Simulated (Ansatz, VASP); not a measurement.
# C (Diamond) in two plane-wave programs

One calculation is typed for both programs; each brings its own data sets. How far apart do they land? Valence electrons are named where the data sets of a main pair hold unlike numbers.

Program: Ansatz 0.2.0. Level of theory: plane waves, with VASP 6.6.1 beside it; band structure at LDA. Results are calculated unless marked as measured.

## 1. The structure

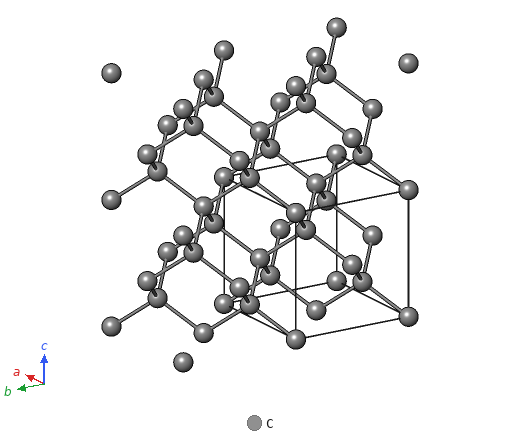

Start, viewed from a free direction; carbon grey. 1×2×2 cells are drawn. This picture shows the conventional cell, with its axes. Bonds to atoms that aren't drawn are left out. Some periodic images of atoms are drawn too.

Structure file:

```cif
data_structure
_symmetry_space_group_name_H-M 'P 1'
_symmetry_Int_Tables_number 1
_cell_length_a 2.5221
_cell_length_b 2.5221
_cell_length_c 2.5221
_cell_angle_alpha 60.000
_cell_angle_beta 60.000
_cell_angle_gamma 60.000
_cell_volume 11.34
loop_
_atom_site_label
_atom_site_type_symbol
_atom_site_fract_x
_atom_site_fract_y
_atom_site_fract_z
_atom_site_occupancy
C1 C 0.75000 0.75000 0.75000 1
C2 C 0.50000 0.50000 0.50000 1
```

## 2. Ansatz: band structure, LDA

Ansatz runs on its default PAW (the set named soft_2) files.

Levels along a path test the potential and the projectors away from the mesh points.

input.yaml

```yaml
crystal:
  lattice:
    - [0.0, 1.78337, 1.78337]
    - [1.78337, 0.0, 1.78337]
    - [1.78337, 1.78337, 0.0]
  atoms:
    - { symbol: C, position: [0.75, 0.75, 0.75] }
    - { symbol: C, position: [0.5, 0.5, 0.5] }
hamiltonian:
  xc: lda
  pseudopotentials: { kind: paw }
kpoints:
  mp_grid: { grid: [8, 8, 8] }
  band_path:
    path:
      - [0.0, 0.0, 0.0]
      - [0.18182, 0.0, 0.18182]
      - [0.36364, 0.0, 0.36364]
      - [0.5, 0.0, 0.5]
      - [0.5, 0.09091, 0.59091]
      - [0.5, 0.18182, 0.68182]
      - [0.5, 0.25, 0.75]
      - [0.45455, 0.29545, 0.75]
      - [0.40909, 0.34091, 0.75]
      - [0.375, 0.375, 0.75]
      - [0.20455, 0.20455, 0.40909]
      - [0.06818, 0.06818, 0.13636]
      - [0.04545, 0.04545, 0.04545]
      - [0.22727, 0.22727, 0.22727]
      - [0.40909, 0.40909, 0.40909]
      - [0.51136, 0.47727, 0.51136]
      - [0.55682, 0.38636, 0.55682]
      - [0.60227, 0.29545, 0.60227]
      - [0.61364, 0.25, 0.63636]
      - [0.56818, 0.25, 0.68182]
      - [0.51136, 0.25, 0.73864]
      - [0.5, 0.29545, 0.70455]
      - [0.5, 0.38636, 0.61364]
      - [0.5, 0.47727, 0.52273]
      - [0.47727, 0.47727, 0.54545]
      - [0.43182, 0.43182, 0.63636]
      - [0.38636, 0.38636, 0.72727]
      - [0.60227, 0.20455, 0.60227]
      - [0.55682, 0.11364, 0.55682]
      - [0.5, 0.0, 0.5]
    npoints: 1
scf:
  occupations: { method: gaussian, width: 0.01 }
  n_extra_bands: 7
output:
  forces: true
  stress: true
  eigenvalues: true
```

Launch:

```bash
$ ansatz run input.yaml --threads 2 --pin off --max-ram 4608MiB --backend cpu --events-out ev --progress --plain --runs-dir out
```

Numbers of over 12 decimals in the logs are rounded to 6 here.

What it wrote:

```text
scf.n_extra_bands = 7 over 4 filled bands (N_el = 8.0): the run solves 11 bands
Engine: ansatz 0.2.0, aarch64-unknown-linux-gnu
Pseudopotentials: kind: paw
Pseudopotential: C, paw, valence charge 4, recommended cutoff 420 eV (normal), C.paw.azcp
Functional definition: SPW92
  exchange = slater_x
  correlation = pw_c
Crystal: 2 atoms, lattice volume = 11.344 Å³
Basis set: ecut = 420 eV, 229 PW (Γ)
Bands: 11, of which v1, the nominal top of the filled ones, is band 4 counted from 1 (3 counted from 0)
Symmetry: 48 space group operations
Space group: Fd-3m (ITA 227), of the structure as read, at distance tolerance 2.2e-5 Å
k-points: 29 of 512
Non-local potential: C, projectors of the file, l = 0: 2, l = 1: 2, l = 2: 1
PAW form: soft (Blöchl's): semilocal exchange-correlation on the pseudo side does not see the compensation charge
PAW frozen core: C, regenerated for the run's functional, and the local potential with it (the file was generated under x = pbe(κ = 0.804, μ = 0.219515), c = pbe(β = 0.066725))
PAW one-centre angular grid: C, 110 points (default); XC on 64 Gauss nodes
Initial density: superposition of atomic densities (neutral atoms: chi_scale 0, normalization atom), corrected by the library's trained network
Initial wavefunctions: pseudopotential atomic-orbital guess
Functional: x = slater, c = lda
SCF iter   1: F=—  HF=-485.971146 eV  |F-HF|=—  |Δ(HF+E_count)|=         —  Δρ=7.14e-3  dr2=2.02e-3  ethr=1.77e-3  ⟨swp⟩=5.5  Hψ=1801  notcnv=0
preconditioner: auto → none  [insulator: Δε(μ)=4.100 eV  Ē_g=24.781 eV  σ=0.010 eV  W_gap=1.00  n_scr=0 (ndim 8)  ℏωp=31.2 eV  f_vac=0.000  D(μ)=0.00/eV (n_scr^D=0)  ε∞_Penn≈2.6]
SCF iter   2: F=—  HF=-485.970625 eV  |F-HF|=—  |Δ(HF+E_count)|=   5.21e-4  Δρ=3.34e-3  dr2=4.35e-4  ethr=2.52e-5  ⟨swp⟩=1.4  Hψ=572  notcnv=0  defer=49
SCF iter   3: F=—  HF=-485.970506 eV  |F-HF|=—  |Δ(HF+E_count)|=   1.19e-4  Δρ=1.66e-4  dr2=2.92e-6  ethr=5.44e-6  ⟨swp⟩=2.0  Hψ=381  notcnv=0  defer=66
SCF iter   4: F=—  HF=-485.970506 eV  |F-HF|=—  |Δ(HF+E_count)|=   5.87e-7  Δρ=7.90e-5  dr2=6.10e-7  ethr=3.65e-8  ⟨swp⟩=1.7  Hψ=318  notcnv=0  defer=66
iter 5 did not close the SCF: its close was put off for the readings that it lacked (scf_convergence_deferred on its scf_iter line)
SCF iter   5: F=-485.970505 eV  HF=-485.970505 eV  |F-HF|=1.72e-8  |Δ(HF+E_count)|=   1.97e-7  Δρ=1.73e-5  dr2=2.74e-8  ethr=7.63e-9  ⟨swp⟩=2.3  Hψ=370  notcnv=0  defer=66
SCF iter   6: F=-485.970505 eV  HF=-485.970505 eV  |F-HF|=3.23e-10  |Δ(HF+E_count)|=   1.24e-8  Δρ=2.86e-6  dr2=5.81e-10  ethr=3.42e-10  ⟨swp⟩=4.0  Hψ=1288  notcnv=0
SCF 1 converged in 6 iterations: F = -485.970505 eV  dr2 = 5.81e-10
  greatest PAW one-centre occupation: 0.635 electrons in one spin orbital (limit 2), on the C atom at site 1 (counted from 0), in its partial waves of l = 0
NSCF: frozen V_eff on 30 k-points
SCF converged after 6 iterations
Free energy (F): -485.970505 eV
Harris-Foulkes:  -485.970505 eV  (|F-HF|=3.23e-10)
Internal energy: -485.970505 eV  (E = F + TS)
E sigma→0 (E₀):  -485.970505 eV
Fermi energy:    15.114682 eV
--- Per-component energies (eV) ---
  E_band       = 33.226343
  E_kinetic    = 184.441161
  E_local      = -124.339017  (includes V_loc(G=0)·N_el)
  E_nonlocal   = 55.372495
  E_hartree    = 26.560538
  E_xc         = -96.666208
  E_vxc        = -120.324712  (∫ρ·V_xc dr)
  E_paw        = -183.503798  (= ΣΔE_a)
  E_vpaw       = -15.044481  (= ΣTr[D̂ρ^β])
  E_aug_tail   = 0.000021  (compensation charges beyond the density's cutoff)
  E_ewald      = -347.961363
  E_core_change = 0.125665  (= ΣΔE_core)
  E_smearing   = -0.000000  (= −TS)
  E_closure    = 0.000000  (closes the sum)
  Σ components = -485.970505   (vs F -485.970505, Δ=0.00e0)
--- Forces (eV/Å), atoms counted from 1 ---
  atom   1  C      0.00000000     0.00000000    -0.00000000
  atom   2  C      0.00000000    -0.00000000    -0.00000000
  max |Σ_I F_I| component: 1.30e-16 eV/Å
--- Stress (GPa, compression-positive) ---
      -13.083868       0.000000      -0.000000
        0.000000     -13.083868      -0.000000
       -0.000000       0.000000     -13.083868
  P = ⅓ Tr σ = -13.0839 GPa (-130.839 kbar)
--- Band table (eV; the first three rows and the last of 29) ---
  k-point 0: bands = [-8.2651, 13.0625, 13.0625, 13.0625, 18.6017, 18.6017, 18.6017, 26.5599, ... 3 higher]
  k-point 1: bands = [-7.8335, 10.6695, 12.4101, 12.4101, 19.4551, 19.4551, 19.9006, 26.8574, ... 3 higher]
  k-point 2: bands = [-6.5509, 6.5226, 11.3165, 11.3165, 20.7859, 20.7859, 21.2435, 27.6114, ... 3 higher]
  k-point 28: bands = [1.2759, 1.2759, 4.6974, 4.6974, 23.5069, 23.5069, 25.3746, 25.3746, ... 3 higher]
```

Wall time 0.4 s (2 threads of Arm Neoverse V1, shared host); peak memory 0.23 GiB; 0.62 s of CPU time.

In the SCF lines HF is the Harris–Foulkes energy and dr2 the Hartree energy of the density residual, in eV; the loop may stop once dr2 is under the threshold and the program's other checks hold. Hψ counts applications of the Hamiltonian.

## 3. VASP: band structure, LDA

The same cell, functional (in two slightly different forms), mesh and smearing now go to VASP, with its own data sets.

Lines of VASP's logs that name or quote its potential files are left out, and so is its time.

INCAR

```
SYSTEM = C
PREC = Accurate
ENCUT = 440
EDIFF = 1E-08
NELM = 100
ISMEAR = 0
SIGMA = 0.01
LREAL = .FALSE.
ALGO = Normal
GGA = CA
NBANDS = 10
LORBIT = 11
LWAVE = .TRUE.
LCHARG = .FALSE.
KPAR = 4
```

POSCAR

```
C
1.0
    0.0000000000      1.7833700000      1.7833700000
    1.7833700000      0.0000000000      1.7833700000
    1.7833700000      1.7833700000      0.0000000000
C
2
Direct
    0.7500000000      0.7500000000      0.7500000000
    0.5000000000      0.5000000000      0.5000000000
```

KPOINTS

```
Automatic mesh
0
Gamma
8 8 8
0 0 0
```

KPOINTS_OPT

```
Line mode
12
Line-mode
Reciprocal
  0.00000000   0.00000000   0.00000000 GAMMA
  0.50000000   0.00000000   0.50000000 X

  0.50000000   0.00000000   0.50000000 X
  0.50000000   0.25000000   0.75000000 W

  0.50000000   0.25000000   0.75000000 W
  0.37500000   0.37500000   0.75000000 K

  0.37500000   0.37500000   0.75000000 K
  0.00000000   0.00000000   0.00000000 GAMMA

  0.00000000   0.00000000   0.00000000 GAMMA
  0.50000000   0.50000000   0.50000000 L

  0.50000000   0.50000000   0.50000000 L
  0.62500000   0.25000000   0.62500000 U

  0.62500000   0.25000000   0.62500000 U
  0.50000000   0.25000000   0.75000000 W

  0.50000000   0.25000000   0.75000000 W
  0.50000000   0.50000000   0.50000000 L

  0.50000000   0.50000000   0.50000000 L
  0.37500000   0.37500000   0.75000000 K

  0.62500000   0.25000000   0.62500000 U
  0.50000000   0.00000000   0.50000000 X
```

Potentials, in the order of the species: C_GW (LDA family, release 64).

Launch:

```bash
$ mpirun -np 4 vasp_std
```

What it wrote:

```text
[banner, memory and clock lines left out]
running    4 mpi-ranks, on    1 nodes
 distrk:  each k-point on    1 cores,    4 groups
 distr:  one band on    1 cores,    1 groups

 POSCAR found type information on POSCAR C
 POSCAR found :  1 types and       2 ions
 LDA part: xc-table for (Slater(with rela. corr.)+CA(PZ))
 , standard interpolation
 POSCAR, INCAR and KPOINTS ok, starting setup
 FFT: planning ... GRIDC
 FFT: planning ... GRID_SOFT
 FFT: planning ... GRID
 WAVECAR not read
 entering main loop
       N       E                     dE             d eps       ncg     rms          rms(c)
DAV:   1     0.977055672247E+01    0.97706E+01   -0.43982E+03   596   0.693E+02
DAV:   2    -0.204686590065E+02   -0.30239E+02   -0.28511E+02   748   0.192E+02
DAV:   3    -0.210462372666E+02   -0.57758E+00   -0.57484E+00   710   0.205E+01
DAV:   4    -0.210478317242E+02   -0.15945E-02   -0.15943E-02   660   0.124E+00
DAV:   5    -0.210478380464E+02   -0.63221E-05   -0.63220E-05   706   0.777E-02    0.491E+00
DAV:   6    -0.204421338311E+02    0.60570E+00   -0.33722E-01   778   0.531E+00    0.263E+00
DAV:   7    -0.202270482610E+02    0.21509E+00   -0.38259E-01   824   0.538E+00    0.359E-01
DAV:   8    -0.202263847728E+02    0.66349E-03   -0.58314E-03   636   0.919E-01    0.288E-02
DAV:   9    -0.202263916022E+02   -0.68294E-05   -0.20203E-05   662   0.453E-02    0.138E-02
DAV:  10    -0.202263933221E+02   -0.17198E-05   -0.11702E-06   658   0.106E-02    0.143E-03
DAV:  11    -0.202263933268E+02   -0.47943E-08   -0.12075E-08   766   0.153E-03
   1 F= -.20226393E+02 E0= -.20226393E+02  d E =-.273292E-23
 Start KPOINTS_OPT (optional k-point list driver)
k-point batch [1-29\120]
       N       E                     dE             ncg
DAV:   1     0.108291282705E+04   -0.94961E+04      596
DAV:   2     0.203465999138E+03   -0.87945E+03      776
DAV:   3     0.190952001759E+03   -0.12514E+02      708
DAV:   4     0.190913833348E+03   -0.38168E-01      646
DAV:   5     0.190913675836E+03   -0.15751E-03      692
DAV:   6     0.190913674874E+03   -0.96208E-06      672
DAV:   7     0.190913674866E+03   -0.82452E-08      698
[...]
k-point batch [117-120\120]
       N       E                     dE             ncg
DAV:   1     0.990145615989E+04   -0.15095E+04       80
DAV:   2     0.979236058180E+04   -0.10910E+03      116
DAV:   3     0.979067747725E+04   -0.16831E+01       92
DAV:   4     0.979067093988E+04   -0.65374E-02       98
DAV:   5     0.979067091996E+04   -0.19921E-04      104
DAV:   6     0.979067091993E+04   -0.24296E-07       96
DAV:   7     0.979067091993E+04   -0.67303E-10      104
 writing wavefunctions
```

From OUTCAR (step 3):

```text
ion  position               nearest neighbor table
   1  0.750  0.750  0.750-   2 1.54   2 1.54   2 1.54   2 1.54
   2  0.500  0.500  0.500-   1 1.54   1 1.54   1 1.54   1 1.54

  LATTYP: Found a face centered cubic cell.
 ALAT       =     3.5667400000

 Subroutine GETGRP returns: Found 48 space group operations
 (whereof 24 operations were pure point group operations)

The static configuration has the point symmetry T_d .
 The point group associated with its full space group is O_h .

 Found     29 irreducible k-points:

   k-points           NKPTS =     29   k-points in BZ     NKDIM =     29   number of bands    NBANDS=     10

   dimension x,y,z NGX =    18 NGY =   18 NGZ =   18
   dimension x,y,z NGXF=    36 NGYF=   36 NGZF=   36

   ENCUT  =  440.0 eV  32.34 Ry    5.69 a.u.   4.31  4.31  4.31*2*pi/ulx,y,z

   NELECT =       8.0000    total number of electrons

 k-points in reciprocal lattice and weights: Automatic mesh
   0.00000000  0.00000000  0.00000000       0.002
   0.12500000  0.00000000  0.00000000       0.016
   0.25000000  0.00000000  0.00000000       0.016
   0.37500000  0.00000000  0.00000000       0.016
   0.50000000  0.00000000  0.00000000       0.008
   0.12500000  0.12500000  0.00000000       0.012
   0.25000000  0.12500000  0.00000000       0.047
   0.37500000  0.12500000  0.00000000       0.047
   0.50000000  0.12500000  0.00000000       0.047
[...]
-0.37500000  0.50000000  0.12500000       0.023
  -0.25000000  0.50000000  0.25000000       0.012

 average (electrostatic) potential at core
       1 -49.4957       2 -49.4957

 E-fermi :   9.8253

 k-point     1 :       0.0000    0.0000    0.0000
  band No.  band energies     occupation
      1     -11.5539      2.00000
      2       9.7590      2.00000
      3       9.7590      2.00000
      4       9.7590      2.00000
      5      15.3056      0.00000
      6      15.3056      0.00000
      7      15.3056      0.00000
      8      23.3131      0.00000
      9      28.7668      0.00000
    ...

 k-point     2 :       0.1250    0.0000    0.0000
  band No.  band energies     occupation
      1     -11.1223      2.00000
      2       7.3812      2.00000
      3       9.1117      2.00000
      4       9.1117      2.00000
      5      16.1597      0.00000
      6      16.1597      0.00000
      7      16.6053      0.00000
      8      23.6066      0.00000
      9      29.3965      0.00000
    ...

 k-point     3 :       0.2500    0.0000    0.0000
  band No.  band energies     occupation
      1      -9.8400      2.00000
      2       3.2333      2.00000
      3       8.0231      2.00000
      4       8.0231      2.00000
      5      17.4876      0.00000
      6      17.4876      0.00000
      7      17.9543      0.00000
      8      24.3490      0.00000
      9      30.1581      0.00000
    ...

  Total       -1.2868938     -1.2868938     -1.2868938      0.0000000      0.0000000     -0.0000000
  in kB     -181.7602609   -181.7602609   -181.7602609      0.0000000      0.0000000     -0.0000000
  external PRESSURE =    -181.7602609 kB  Pullay stress =       0.0000000 kB

  energy-cutoff  :      440.00
  volume of cell :       11.34
      direct lattice vectors                 reciprocal lattice vectors
     0.000000000  1.783370000  1.783370000    -0.280368067  0.280368067  0.280368067
     1.783370000  0.000000000  1.783370000     0.280368067 -0.280368067  0.280368067
     1.783370000  1.783370000  0.000000000     0.280368067  0.280368067 -0.280368067

 POSITION                                       TOTAL-FORCE (eV/Angst)
 -----------------------------------------------------------------------------------
      2.67505      2.67505      2.67505         0.000000      0.000000      0.000000
      1.78337      1.78337      1.78337        -0.000000     -0.000000     -0.000000
 -----------------------------------------------------------------------------------
    total drift:                                0.000000     -0.000000      0.000000

  FREE ENERGIE OF THE ION-ELECTRON SYSTEM (eV)
  ---------------------------------------------------
  free  energy   TOTEN  =       -20.2263933268 eV

  energy  without entropy=      -20.2263933268  energy(sigma->0) =      -20.22639333

 total charge
# of ion       s       p       d       tot
------------------------------------------
    1        0.791   1.719   0.000   2.510
    2        0.791   1.719   0.000   2.510
--------------------------------------------------
tot          1.582   3.438   0.000   5.019

[... 3 further parts left out ...]
```

The run ends at a pressure of -18.18 GPa.

## 4. Comparison

Known differences besides the potentials themselves: the two LDA forms differ slightly; the cutoff is 420 eV in Ansatz and 440 eV in VASP; VASP's log shows a relativistic correction to its local exchange, Ansatz's none. Total energies have different zeros and are not compared.

Both answers:

| quantity | Ansatz | VASP | difference |
| --- | --- | --- | --- |
| gap over the path points (eV) | 4.101 | 4.100 | +0.001 |

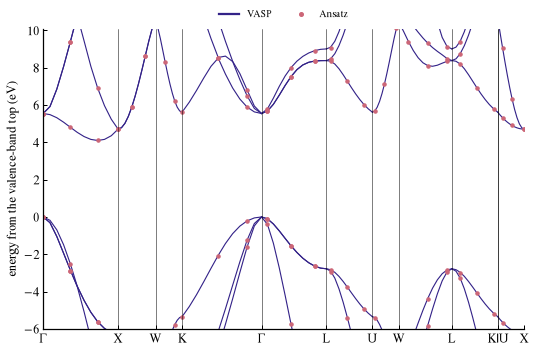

Bands from VASP (lines) and levels from Ansatz (dots). Dots without a line are higher empty bands that the VASP plot leaves out.

Levels at points of the path, from each program's valence-band top (eV; 3 filled, then empty):

| k (reciprocal lattice) | Ansatz | VASP |
| --- | --- | --- |
| 0.000 0.000 0.000 | 0.00 0.00 0.00 5.54 5.54 5.54 | 0.00 0.00 0.00 5.55 5.55 5.55 |
| 0.182 0.000 0.182 | -2.87 -2.87 -2.54 4.80 9.40 9.40 | -2.86 -2.86 -2.52 4.80 9.41 9.41 |
| 0.364 0.000 0.364 | -8.06 -5.64 -5.64 4.10 6.91 14.68 | -8.05 -5.62 -5.62 4.10 6.91 14.70 |
| 0.500 0.000 0.500 | -12.62 -6.30 -6.30 4.71 4.71 16.61 | -12.60 -6.28 -6.28 4.71 4.71 16.63 |
| 0.500 0.091 0.591 | -12.42 -6.91 -6.91 5.89 5.89 16.00 | -12.41 -6.89 -6.89 5.88 5.88 16.03 |
| 0.500 0.182 0.682 | -11.97 -8.00 -8.00 8.65 8.65 13.96 | -11.96 -7.98 -7.98 8.65 8.65 13.98 |
| 0.500 0.250 0.750 | -11.79 -8.37 -8.37 10.44 10.44 12.31 | -11.77 -8.35 -8.35 10.45 10.45 12.34 |
| 0.455 0.295 0.750 | -11.50 -8.95 -7.16 8.29 10.72 12.97 | -11.48 -8.94 -7.15 8.29 10.72 12.99 |
| 0.409 0.341 0.750 | -11.57 -9.29 -5.79 6.20 10.67 13.91 | -11.55 -9.28 -5.77 6.20 10.68 13.93 |
| 0.375 0.375 0.750 | -11.60 -9.37 -5.37 5.62 10.65 14.21 | -11.58 -9.36 -5.35 5.62 10.66 14.24 |

Among the levels compared at these points, filled levels agree within 26 meV and empty ones within 25 meV. Not compared: the pressure (VASP's GW data sets at this cutoff don't carry it).

## 5. What the set-up changes

Further runs change the set-up of one program: Ansatz's method, potentials or start, or VASP's data sets, cutoff or form of LDA. The table gives that difference for each run.

| run | gap over the path points (eV) |
| --- | --- |
| as above | 0.0012 |
| cores kept as stored | -9.0e-4 |
| Ansatz's all-electron LAPW method | 0.0019 |
| Ansatz's larger PAW set (cutoff 800 eV) | 0.0019 |
| norm-conserving potentials (cutoff 1116 eV) | 0.037 |

## 6. What came out

```json
{
  "largest difference of a filled level at the path points (band structure, LDA)": "26 meV"
}
```

In words: The largest difference of a filled level at the path points is 26 meV (band structure, LDA), within the 80 meV picked in this series as the mark of a large difference. Band structure, LDA, cores kept as stored: the difference in gap over the path points goes from 0.0012 to -9.0e-4 eV. Band structure, LDA, Ansatz's all-electron LAPW method: the difference in gap over the path points goes from 0.0012 to 0.0019 eV. Band structure, LDA, Ansatz's larger PAW set (cutoff 800 eV): the difference in gap over the path points goes from 0.0012 to 0.0019 eV. How closely two codes agree says nothing of how well the functional describes the real material.

[Lines on the potential files, build, host, timing and source positions are cut from VASP's logs without a mark.]

[Logs are printed without paths, hosts, clocks, repeated set-up lines and the standing remarks that a program may print on its own settings, such as how far it seeks lower states.]

[Hosts, paths, dates, database ids (printed as entryN), source tags and the programs' standing remarks are cut or masked in the printed files.]
